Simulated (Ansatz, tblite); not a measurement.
# C₁₀H₃₀Ge₄: a ladder of methods and basis sets, part 2 of 2

Aim: run the singlet of C₁₀H₃₀Ge₄ at one geometry on many levels, and compare frontier levels, spin and run time.

Ansatz 0.2.0, Gaussian basis; as each input shows.

## (15) PBE0-D4/def2-SVP

in.yaml

```yaml
crystal:
  periodic: [false, false, false]
  atoms:
    - {symbol: C, position_ang: [4.394159, -0.004162, -1.551437]}
    - {symbol: Ge, position_ang: [3.068240, 0.168114, -0.090273]}
    - {symbol: C, position_ang: [3.411280, -1.255992, 1.242858]}
    - {symbol: C, position_ang: [3.318961, 1.924055, 0.788870]}
    - {symbol: Ge, position_ang: [0.788861, -0.015886, -0.955697]}
    - {symbol: C, position_ang: [0.309041, 1.645316, -1.937172]}
    - {symbol: C, position_ang: [0.666850, -1.530327, -2.236652]}
    - {symbol: Ge, position_ang: [-0.788063, -0.383659, 0.876906]}
    - {symbol: C, position_ang: [-0.315338, 0.779038, 2.418893]}
    - {symbol: C, position_ang: [-0.657355, -2.271965, 1.482265]}
    - {symbol: Ge, position_ang: [-3.068965, 0.105971, 0.144733]}
    - {symbol: C, position_ang: [-3.406563, -0.705622, -1.630186]}
    - {symbol: C, position_ang: [-4.393279, -0.614534, 1.429177]}
    - {symbol: C, position_ang: [-3.327837, 2.063241, -0.000808]}
    - {symbol: H, position_ang: [4.249205, 0.793137, -2.307358]}
    - {symbol: H, position_ang: [5.424656, 0.078195, -1.149282]}
    - {symbol: H, position_ang: [4.292793, -0.985217, -2.056663]}
    - {symbol: H, position_ang: [4.452294, -1.190624, 1.619986]}
    - {symbol: H, position_ang: [2.721688, -1.157075, 2.104922]}
    - {symbol: H, position_ang: [3.264696, -2.258961, 0.794619]}
    - {symbol: H, position_ang: [3.154227, 2.748562, 0.066900]}
    - {symbol: H, position_ang: [2.604479, 2.047784, 1.626659]}
    - {symbol: H, position_ang: [4.349255, 2.011694, 1.190227]}
    - {symbol: H, position_ang: [1.027904, 1.832362, -2.760172]}
    - {symbol: H, position_ang: [-0.705909, 1.553487, -2.373977]}
    - {symbol: H, position_ang: [0.319792, 2.519826, -1.257014]}
    - {symbol: H, position_ang: [1.363847, -1.375205, -3.084750]}
    - {symbol: H, position_ang: [-0.363225, -1.614349, -2.637400]}
    - {symbol: H, position_ang: [0.927593, -2.485189, -1.739099]}
    - {symbol: H, position_ang: [-0.332014, 1.847015, 2.124534]}
    - {symbol: H, position_ang: [-1.033732, 0.633318, 3.250609]}
    - {symbol: H, position_ang: [0.700873, 0.533013, 2.787861]}
    - {symbol: H, position_ang: [0.373664, -2.497815, 1.820946]}
    - {symbol: H, position_ang: [-0.914483, -2.965563, 0.657575]}
    - {symbol: H, position_ang: [-1.353833, -2.455888, 2.325017]}
    - {symbol: H, position_ang: [-4.447924, -0.505872, -1.955565]}
    - {symbol: H, position_ang: [-2.717573, -0.283667, -2.388949]}
    - {symbol: H, position_ang: [-3.255692, -1.803105, -1.596731]}
    - {symbol: H, position_ang: [-5.424343, -0.390122, 1.087147]}
    - {symbol: H, position_ang: [-4.251619, -0.163597, 2.431525]}
    - {symbol: H, position_ang: [-4.287163, -1.713516, 1.523885]}
    - {symbol: H, position_ang: [-2.614944, 2.499255, -0.728371]}
    - {symbol: H, position_ang: [-4.358998, 2.292558, -0.339035]}
    - {symbol: H, position_ang: [-3.165513, 2.551998, 0.980496]}
basis:
  gaussian: {orbitals: def2-SVP, fitting: {mean_field: def2-universal-jkfit}, initial_orbitals: start.molden}
hamiltonian: {xc: pbe0, dispersion: d4}
scf: {omitted_lower_state_checks: [starts]}
output: {orbitals: {seedname: orbitals}}
```

Run with:

```console
> ansatz run in.yaml --threads 2 --pin off --events-out ev --progress --plain --max-ram 32768MiB --backend cuda --devices 0, --max-vram 18GiB
```

Log:

```text
Functional definition: PBE0
  name "PBE0"
  cite "Adamo & Barone, J. Chem. Phys. 110, 6158 (1999) doi:10.1063/1.478522"
  cite "Perdew, Burke & Ernzerhof, Phys. Rev. Lett. 77, 3865 (1996) doi:10.1103/PhysRevLett.77.3865"
  parent pbe
  parameter a = 0.25
  parameter kappa = 0.804
  parameter beta = 0.06672455060314922
  exchange = (1 - a)*pbe_x(kappa = kappa, mu = beta*pi^2/3) + a*exact_x
  correlation = pbe_c(beta = beta)
these checks for a lower state are left out or cut short: starts
2354 factors; integrals over basis functions are off by at most 2.5e-1 eV
mean field evaluation 1: about -236858.0491 eV, gradient 1.0e1 eV
mean field evaluation 2: about -236858.3241 eV, gradient 2.0e-1 eV
mean field evaluation 4: about -236858.3067 eV, gradient 2.3e-4 eV
mean field -236858.30673236 eV, -8704.3822240876 hartree, gradient 2.3e-5 eV, S^2 0.000000; 0 other end points of the search recorded, 0 dependent functions left out
reference -236858.30678392 eV, -8704.3822259823 hartree; 109, 109 occupied and 309, 309 virtual orbitals, 2354 factors
Total energy: -236859.55714824 eV, -8704.4281760238 hartree
Checks for a lower state left out: starts
```

It took 4.6 s on 1 × H100 (card shared with other runs) with 2 threads of AMD EPYC 7R13, shared host; peak host memory 0.84 GiB.

HOMO -6.15 eV, LUMO 0.52 eV.

## (16) HF/STO-3G

in.yaml, as its differences from that of step 15:

```diff
@@ -48,4 +48,4 @@
 basis:
-  gaussian: {orbitals: def2-SVP, fitting: {mean_field: def2-universal-jkfit}, initial_orbitals: start.molden}
-hamiltonian: {xc: pbe0, dispersion: d4}
+  gaussian: {orbitals: STO-3G}
+hamiltonian: {xc: hf}
 scf: {omitted_lower_state_checks: [starts]}
```

Launched as before.

Log:

```text
Functional definition: HF
  name "HF"
  cite "Fock, Z. Phys. 61, 126 (1930) doi:10.1007/BF01340294"
  parent pbe
  exchange = exact_x
  correlation = 0
these checks for a lower state are left out or cut short: starts
1859 factors; integrals over basis functions are off by at most 4.9e-5 eV
mean field evaluation 1: about -233984.0190 eV, gradient 2.1e1 eV
mean field evaluation 2: about -233984.4429 eV, gradient 2.1e1 eV
mean field evaluation 4: about -233986.5941 eV, gradient 4.3e-1 eV
mean field evaluation 8: about -233986.5950 eV, gradient 1.4e-5 eV
mean field -233986.59495002 eV, -8598.8487626030 hartree, gradient 2.7e-5 eV, S^2 0.000000; 0 other end points of the search recorded, 0 dependent functions left out
reference -233986.59495002 eV, -8598.8487626030 hartree; 109, 109 occupied and 43, 43 virtual orbitals, 1859 factors
Total energy: -233986.59495002 eV, -8598.8487626030 hartree
Checks for a lower state left out: starts
```

It took 3.4 s on 1 × H100 (card shared with other runs) with 2 threads of AMD EPYC 7R13, shared host; peak host memory 0.78 GiB.

From the report: HOMO -6.88 eV, LUMO 9.28 eV.

## (17) MP2/def2-SVP

in.yaml, as its differences from that of step 16:

```diff
@@ -48,4 +48,4 @@
 basis:
-  gaussian: {orbitals: STO-3G}
-hamiltonian: {xc: hf}
+  gaussian: {orbitals: def2-SVP, initial_orbitals: start.molden}
+correlation: {method: mp2}
 scf: {omitted_lower_state_checks: [starts]}
```

Launched as before.

Log:

```text
Functional definition: HF
  name "HF"
  cite "Fock, Z. Phys. 61, 126 (1930) doi:10.1007/BF01340294"
  parent pbe
  exchange = exact_x
  correlation = 0
these checks for a lower state are left out or cut short: starts
4306 factors; integrals over basis functions are off by at most 1.3e-3 eV
mean field evaluation 1: about -236637.6922 eV, gradient 3.6e1 eV
mean field evaluation 2: about -236640.0360 eV, gradient 2.0e0 eV
mean field evaluation 4: about -236640.2134 eV, gradient 5.2e-1 eV
mean field evaluation 8: about -236640.2139 eV, gradient 3.1e-6 eV
mean field -236640.21390591 eV, -8696.3674605440 hartree, gradient 3.1e-6 eV, S^2 0.000000; 0 other end points of the search recorded, 0 dependent functions left out
46 core orbitals not correlated: weight in the atoms' cores, before any rotation towards them, 1.000 or more for the frozen orbitals, at most 0.000 for the correlated occupied ones
reference -236640.21390591 eV, -8696.3674605440 hartree; 63, 63 occupied and 309, 309 virtual orbitals, 4306 factors
second order -65.44374620 eV of doubles, -0.00000000 eV of singles
Total energy: -236705.65765210 eV, -8698.7724738574 hartree
Checks for a lower state left out: starts
```

It took 7.5 s on 1 × H100 (card shared with other runs) with 2 threads of AMD EPYC 7R13, shared host; peak host memory 1.1 GiB.

Report: Hartree-Fock HOMO -8.40 eV, LUMO 3.52 eV.

## (18) RPA/def2-SVP

in.yaml, as its differences from that of step 17:

```diff
@@ -49,4 +49,4 @@
   gaussian: {orbitals: def2-SVP, initial_orbitals: start.molden}
-correlation: {method: mp2}
+hamiltonian: {xc: pbe}
+correlation: {method: rpa}
 scf: {omitted_lower_state_checks: [starts]}
-output: {orbitals: {seedname: orbitals}}
```

The command is unchanged.

Log (excerpt; [...] marks lines left out):

```text
Functional definition: PBE
  name "PBE"
  cite "Perdew, Burke & Ernzerhof, Phys. Rev. Lett. 77, 3865 (1996) doi:10.1103/PhysRevLett.77.3865"
  parent pbe
[...]
4306 factors; integrals over basis functions are off by at most 1.3e-3 eV
[...]
mean field -236849.44074659 eV, -8704.0564051200 hartree, gradient 2.1e-6 eV, S^2 0.000000; 0 other end points of the search recorded, 0 dependent functions left out
46 core orbitals not correlated: weight in the atoms' cores, before any rotation towards them, 1.000 or more for the frozen orbitals, at most 0.000 for the correlated occupied ones
reference -236636.24086193 eV, -8696.2214538709 hartree; 63, 63 occupied and 309, 309 virtual orbitals, 4306 factors
Total energy: -236741.37659848 eV, -8700.0851209254 hartree
Checks for a lower state left out: starts
```

It took 11 s on 1 × H100 (card shared with other runs) with 2 threads of AMD EPYC 7R13, shared host; peak host memory 2.3 GiB.

## (19) Comparison

| level | functions | HOMO (eV) | LUMO (eV) | gap (eV) | time |
| --- | --- | --- | --- | --- | --- |
| HF/STO-3G | 152 | -6.88 | 9.28 | 16.15 | 3.4 s |
| PBE-D4/def2-SVP | 418 | -5.13 | -0.19 | 4.94 | 3.7 s |
| PBE-D4/def2-TZVP | 682 | -5.25 | -0.45 | 4.80 | 4.6 s |
| revPBE-D4/def2-TZVP | 682 | -5.19 | -0.31 | 4.89 | 7.5 s |
| r2SCAN-D4/def2-TZVP | 682 | -5.44 | -0.22 | 5.22 | 8 s |
| PBE0-D4/def2-SVP | 418 | -6.15 | 0.52 | 6.67 | 4.6 s |
| PBE0-D4/def2-TZVP | 682 | -6.20 | 0.29 | 6.49 | 6 s |
| ωB97M-V/def2-TZVP | 682 | -8.11 | 1.81 | 9.92 | 12 s |
| PBE+5HF/def2-SVP | 418 | -5.33 | -0.05 | 5.29 | 4.2 s |
| PBE+10HF/def2-SVP | 418 | -5.53 | 0.10 | 5.63 | 6.5 s |
| PBE+15HF/def2-SVP | 418 | -5.74 | 0.24 | 5.97 | 5.5 s |
| PBE+35HF/def2-SVP | 418 | -6.56 | 0.81 | 7.37 | 3.9 s |
| PBE+50HF/def2-SVP | 418 | -7.20 | 1.23 | 8.43 | 4.1 s |

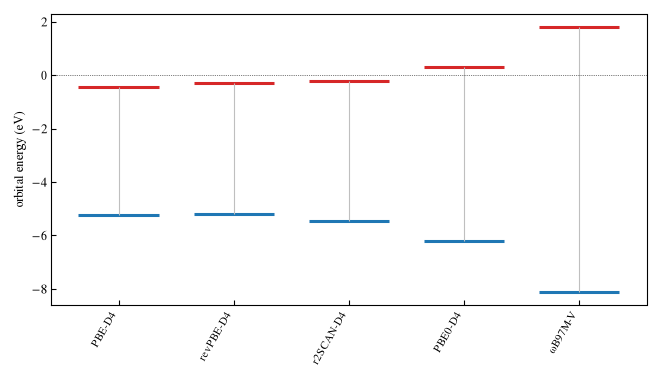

Highest filled (blue) and lowest empty (red) level in def2-TZVP.

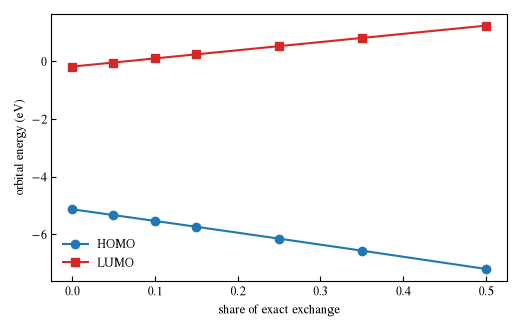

Frontier levels against the share of exact exchange, in def2-SVP.

Energy pieces by basis (eV):

| basis | HF | MP2 correlation | total |
| --- | --- | --- | --- |
| def2-SVP | -236640.2139 | -65.4437 | -236705.6577 (MP2) |

## (20) Binding energy

Free atoms were run apart at each level; binding is atoms less cluster, divided by the number of atoms, without zero-point or spin-orbit terms.

| level | binding an atom (eV) |
| --- | --- |
| HF/STO-3G | 3.910 |
| HF/def2-SVP | 2.910 |
| PBE-D4/def2-SVP | 3.879 |
| PBE-D4/def2-TZVP | 3.863 |
| revPBE-D4/def2-TZVP | 3.788 |
| r2SCAN-D4/def2-TZVP | 3.830 |
| PBE0-D4/def2-SVP | 3.854 |
| PBE0-D4/def2-TZVP | 3.832 |
| ωB97M-V/def2-TZVP | 3.814 |
| MP2/def2-SVP | 3.663 |

## (21) Summary of results

This closing draws on all 2 parts.

| quantity | value |
| --- | --- |
| gap in def2-TZVP, named functionals, smallest and largest | 4.80 eV (PBE-D4), 9.92 eV (ωB97M-V) |
| gap over the share of exact exchange | 4.94 eV at 0, 8.43 eV at 0.5 |
| correlation energy, MP2/def2-SVP | -65.44 eV |
| binding an atom, functionals in def2-TZVP | 3.79 (revPBE-D4) to 3.86 eV (PBE-D4) |
| PBE0 total energy, smallest basis above largest | 40.10 eV (def2-SVP, def2-TZVP) |

In words: Orbital gaps of the named functionals in def2-TZVP span 4.80 eV (PBE-D4) to 9.92 eV (ωB97M-V); exact exchange widens it. Raising the share of exact exchange from 0 to 0.5 moves the HOMO by -2.07 eV and the LUMO by +1.42 eV.

The slowest run with a step of its own, ωB97M-V/def2-TZVP, took 12 s; the quickest functional in def2-TZVP took 4.6 s (shared host).
